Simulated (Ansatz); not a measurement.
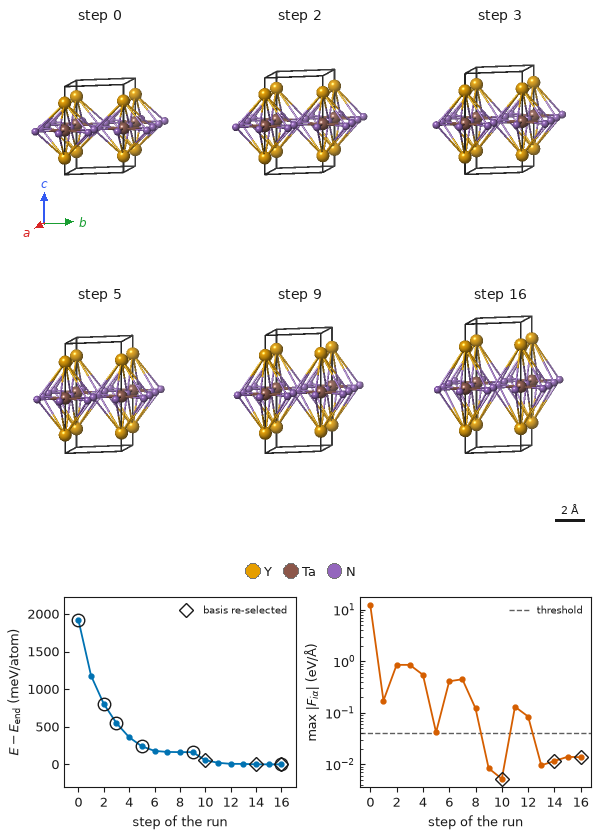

Frames of a relaxation of a crystal of Y2TaN3 (a generated structure, set up in P6/mmm) (coarse preliminary run), marked on the history of the run. A ball-and-stick model of the cell of the calculation, seen slightly off an axis.

These are results of DFT PBE, scalar-relativistic, plane waves, PAW (Ansatz), not measurements.

The input:
```yaml
crystal:
  lattice:
    - [4.39913396, 0.0, 0.0]
    - [-2.19956698, 3.80976176, 0.0]
    - [0.0, 0.0, 6.25756606]
  atoms:
    - { symbol: "Y", position: [0.0, 0.0, 0.81305065] }
    - { symbol: "Y", position: [0.0, 0.0, 0.18694935] }
    - { symbol: Ta, position: [0.0, 0.0, 0.5] }
    - { symbol: "N", position: [0.5, 0.0, 0.5] }
    - { symbol: "N", position: [0.0, 0.5, 0.5] }
    - { symbol: "N", position: [0.5, 0.5, 0.5] }
basis:
  ecutwfc: 420
kpoints:
  mp_grid: { grid: [6, 6, 4] }
hamiltonian:
  xc: pbe
scf:
  occupations: { method: gaussian, width: 0.1 }
  lower_state_search: "off"
output:
  forces: true
  stress: true
  eigenvalues: true
relax:
  adjacent_minimum: "off"
  f_tol: 0.04
  max_steps: 70
  cell: { stress_tol: 0.4 }
```

Run as
```bash
ansatz run input.yaml --threads 1 --pin off --max-ram 2560MiB --backend cpu --events-out ev --progress --plain --runs-dir out
```

Q: What happens along the run?

A: The largest moves relative to the cell, 0.11 Å, are those of Y1 and Y2. Y2 goes along −c. N and Ta stay in place. The volume changes by +30.2 %, with a = b 4.399 → 4.145 Å (−5.8 %), c 6.258 → 9.175 Å (+46.6 %). Some distances before and after: Y1–Ta3 1.959 → 2.983 Å, Y1–Y2 2.340 → 3.209 Å, Y1–N4 2.945 → 3.632 Å, Ta3–N4 2.200 → 2.072 Å. The space group stays P6/mmm (No. 191). The energy falls by 1921 meV per atom in 13 accepted moves (16 points after the start). The largest force component goes from 12 to 0.014 eV/Å. Pressure: 36.81 GPa at the start and 0.03 GPa at the end. The SCF was repeated 3 times at an unchanged geometry on a basis and grid sized afresh for the cell, which shifted the energy by 106 meV per atom at most. The run took 2.9 min on 1 thread of Intel(R) Xeon(R) Processor @ 2.50GHz (Skylake/Cascade Lake), on a shared host, peak memory 0.46 GiB. From step 0 to 2: Y atoms move most (0.10 Å), volume +6.9 %, energy −1117 meV per atom. From step 2 to 3: volume +1.7 %, energy −256 meV per atom. From step 3 to 5: Y atoms move most (0.03 Å), volume +4.9 %, energy −308 meV per atom. From step 5 to 9: Y atoms move most (0.02 Å), volume +4.7 %, energy −77.7 meV per atom. From step 9 to 16: Y atoms move most (0.05 Å), volume +9.0 %, energy −162 meV per atom.

```csv
step,"E − E(0), meV/atom","largest force component, eV/Å","pressure, GPa","volume, Å³/atom",note
0,0.00,12.1815,36.81,17.479,
1,-742.66,0.1734,20.06,18.206,
2,-1116.67,0.8555,12.75,18.688,
3,-1372.65,0.8552,9.39,18.998,
4,-1560.60,0.5495,7.01,19.517,
5,-1680.82,0.0421,4.05,19.936,
6,-1741.66,0.4107,2.18,20.330,
7,-1755.62,0.4501,-0.40,21.023,
8,-1758.39,0.1225,0.21,20.862,
9,-1758.53,0.0084,0.05,20.878,
10,-1864.87,0.0053,3.77,20.878,"same geometry, new basis"
11,-1899.80,0.1318,1.95,21.635,
12,-1914.00,0.0851,0.46,22.384,
13,-1914.76,0.0096,0.07,22.620,
14,-1920.42,0.0117,0.21,22.620,"same geometry, new basis"
15,-1920.56,0.0141,0.03,22.751,
16,-1920.75,0.0138,0.03,22.751,"same geometry, new basis"
```
